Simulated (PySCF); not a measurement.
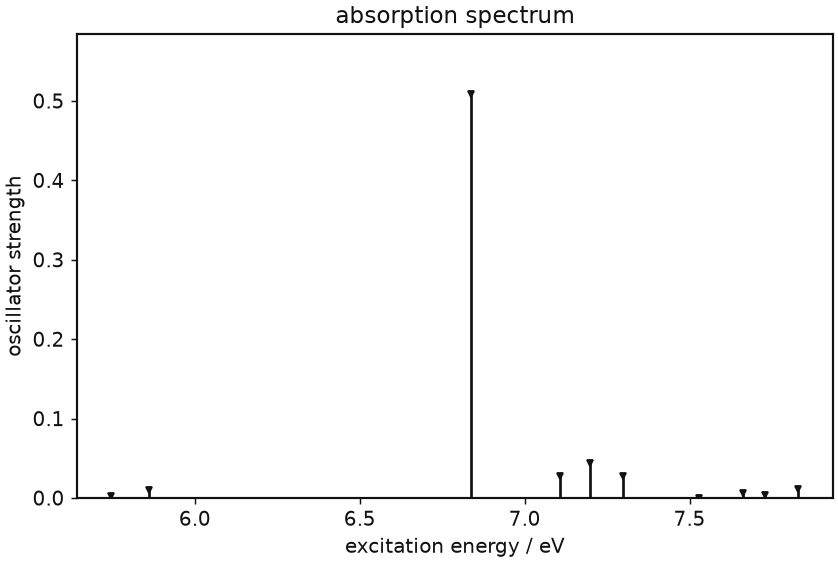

Vertical TDDFT excitations, B3LYP/def2-SVPD with PySCF 2.14.0, at a PBE0-D3(BJ)/def2-SVP geometry (no frequency check), gas phase. The lowest 10 singlet states are shown.

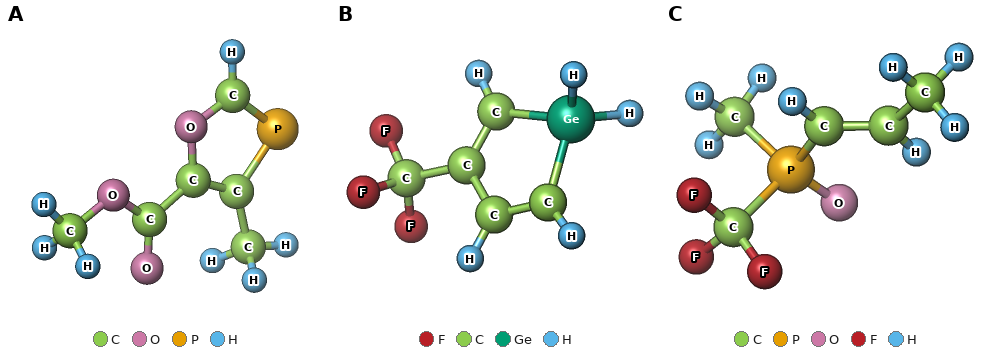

### Which molecule gives this spectrum? The candidates are drawn in the second picture.

Structure C, C₅H₈F₃OP, SMILES C/C=C/[P@@](C)(=O)C(F)(F)F. Its lowest singlet lies at 5.75 eV (f = 0.002) and the brightest of those computed is S3 at 6.84 eV (181 nm), f = 0.508, mainly HOMO−2 → LUMO (86 %).

Caveats: one conformer of a flexible molecule; core orbitals are frozen in the response.
